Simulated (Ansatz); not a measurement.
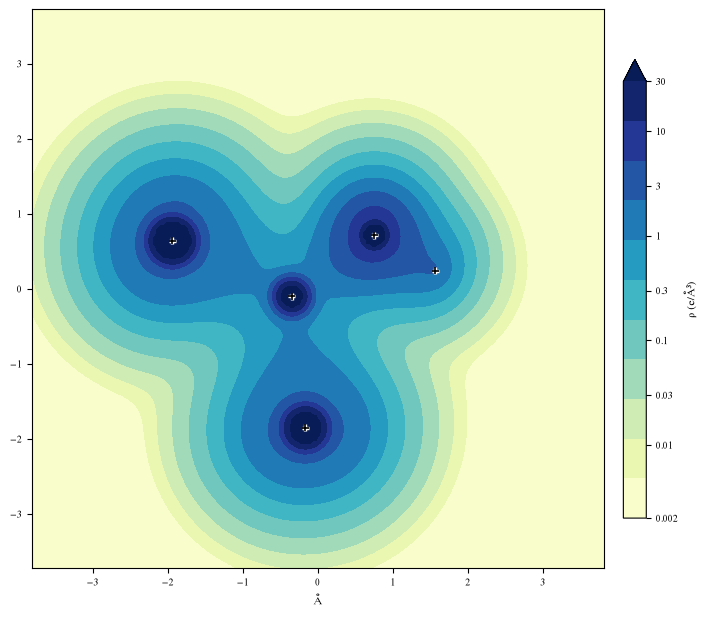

The total electron density on a plane through atoms (crosses mark nuclei in the plane).

Computed with RHF/def2-SVP (Ansatz).

Candidates:
A. F2H2W···H2···H2
B. BCl2HO···HF

Which system is this?

Candidate B: BCl2HO···HF on the plane of atoms O2, B1 and Cl4, which holds B, O, H and Cl. B–O (1.37 Å): the density is about 2.2 e/Å³ at the midpoint. B–Cl (1.76 Å): the density is about 1.4 e/Å³ at the midpoint.
